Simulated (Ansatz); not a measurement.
A relaxed structure of MgS. All values below come from r2SCAN (plane waves to 500 eV, PAW, scalar-relativistic; Ansatz, a first-principles code).

Fm-3m (No. 225), cF8, rock salt type; a = 5.203 Å, b = 5.203 Å, c = 5.203 Å, α = 90.00°, β = 90.00°, γ = 90.00°.

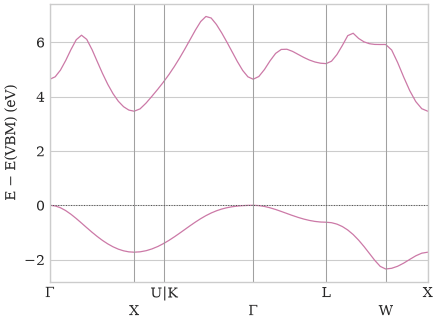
Figure: Highest filled and lowest empty band along the path of this cell's Brillouin zone

Read off the gap and say whether it is direct.

3.46 eV, indirect (valence top at Γ, conduction bottom at X) (no spin-orbit coupling).

How far does the top valence band disperse along this path?

About 2.3 eV.

No spin polarisation in the result.

Measured for MgS: a 5.188 Å (static lattice; corrected from measurement; as listed in Tamar Goldzak et al., The Journal of Chemical Physics (2022)). Computed minus measured — a: r2SCAN +0.3 %. The computed values are for a static lattice.

The run could not lose the symmetry of its start.

All atoms sit on sites fixed by symmetry, so only the cell could relax.
